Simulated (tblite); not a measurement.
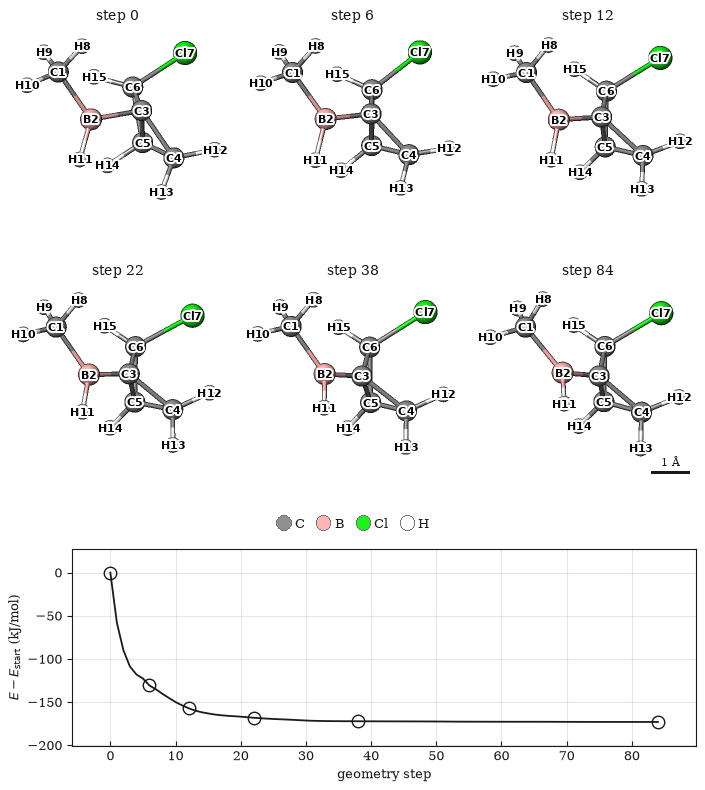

Frames of a relaxation of C5H8BCl, marked on the history of the run. The picture is a ball-and-stick view, seen from a free direction.

These are results of GFN2-xTB geometry optimisation, gas phase in tblite 0.8.0, not measurements. 

### Describe the path.

H11 moves most after the best rigid fit: 0.91 Å. By element the largest moves are H 0.91 Å, C 0.43 Å, Cl 0.40 Å, B 0.31 Å. Some distances before and after: B2–C3 1.607 → 1.518 Å, C5–H14 1.124 → 1.071 Å, C4–H12 1.122 → 1.082 Å, C3–C5 1.554 → 1.522 Å. Among the angles between lasting bonds that change: B2–C3–C5 111.7° → 139.3°, C3–C5–H14 110.9° → 130.9°, B2–C3–C6 113.3° → 133.3°. Groups turn about C1–B2 by about 35°. Over 84 geometry steps the energy falls by 172.9 kJ/mol. From step 0 to 6: H15 moves most (0.23 Å), energy −130.7 kJ/mol. From step 6 to 12: H12 moves most (0.26 Å), energy −26.4 kJ/mol. From step 12 to 22: H11 moves most (0.22 Å), energy −11.0 kJ/mol. From step 22 to 38: H11 moves most (0.28 Å), energy −4.05 kJ/mol. From step 38 to 84: H11 moves most (0.21 Å), energy −0.78 kJ/mol.
